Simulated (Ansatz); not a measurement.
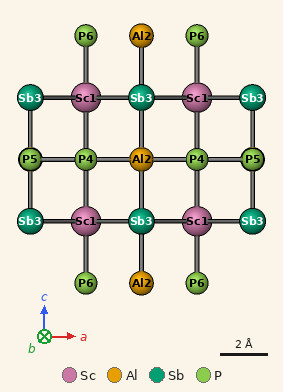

Starting structure of a crystal of ScAlSbP$_{3}$ (a generated structure, set up in P4/mmm) (coarse preliminary run). Style: ball-and-stick. Shown: the cell of the calculation, along the b axis.

Method: Ansatz, DFT PBE, scalar-relativistic, plane waves, PAW.

The input:
```yaml
crystal:
  lattice:
    - [4.8173989739, 0.0, 0.0]
    - [0.0, 4.8173989739, 0.0]
    - [0.0, 0.0, 5.3649732236]
  atoms:
    - { symbol: Sc, position: [0.0, 0.0, 0.0] }
    - { symbol: Al, position: [0.5, 0.5, 0.5] }
    - { symbol: Sb, position: [0.5, 0.5, 0.0] }
    - { symbol: P, position: [0.0, 0.5, 0.5] }
    - { symbol: P, position: [0.5, 0.0, 0.5] }
    - { symbol: P, position: [0.0, 0.0, 0.5] }
basis:
  ecutwfc: 420
kpoints:
  mp_grid: { grid: [4, 4, 4] }
hamiltonian:
  xc: pbe
scf:
  occupations: { method: gaussian, width: 0.1 }
  lower_state_search: "off"
output:
  forces: true
  stress: true
  eigenvalues: true
relax:
  adjacent_minimum: "off"
  f_tol: 0.04
  max_steps: 70
  cell: { stress_tol: 0.4 }
```

Run as
```bash
ansatz run input.yaml --threads 1 --pin off --max-ram 2560MiB --backend cpu --events-out ev --progress --plain --runs-dir out
```

Question: Where does the relaxation end?

Answer: After 3 accepted moves (4 points after the start) the energy has fallen by 4.3 meV per atom. All forces vanish by symmetry, so only the cell relaxes. The pressure goes from −0.26 to −0.11 GPa. The SCF was repeated once at an unchanged geometry on a basis and grid sized afresh for the cell, which shifted the energy by less than 0.05 meV per atom at most. No atom moves by more than 0.005 Å relative to the cell. The volume changes by −0.2 %, with a = b 4.817 → 4.756 Å (−1.3 %), c 5.365 → 5.494 Å (+2.4 %). Among the contacts that change: Al2–Sb3 2.682 → 2.747 Å, Sc1–P6 2.682 → 2.747 Å, Sc1–Sb3 3.406 → 3.363 Å, P4–P6 2.409 → 2.378 Å. The space group stays P4/mmm (No. 123). The run took 12 s on 1 thread of Intel(R) Xeon(R) 6975P-C (Granite Rapids), on a shared host, peak memory 0.45 GiB.

The structure at the end:

```
Sc Al Sb P
1.0
     4.75606    0.00000    0.00000
     0.00000    4.75606    0.00000
     0.00000    0.00000    5.49413
Sc Al Sb P
1 1 1 3
Direct
  0.00000 0.00000 0.00000
  0.50000 0.50000 0.50000
  0.50000 0.50000 0.00000
  0.00000 0.50000 0.50000
  0.50000 0.00000 0.50000
  0.00000 0.00000 0.50000
```

After the run, drawn alike:

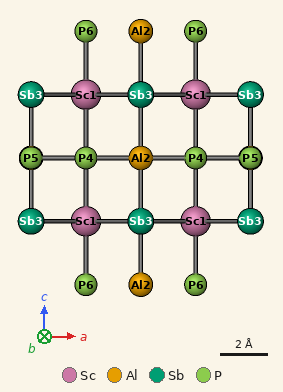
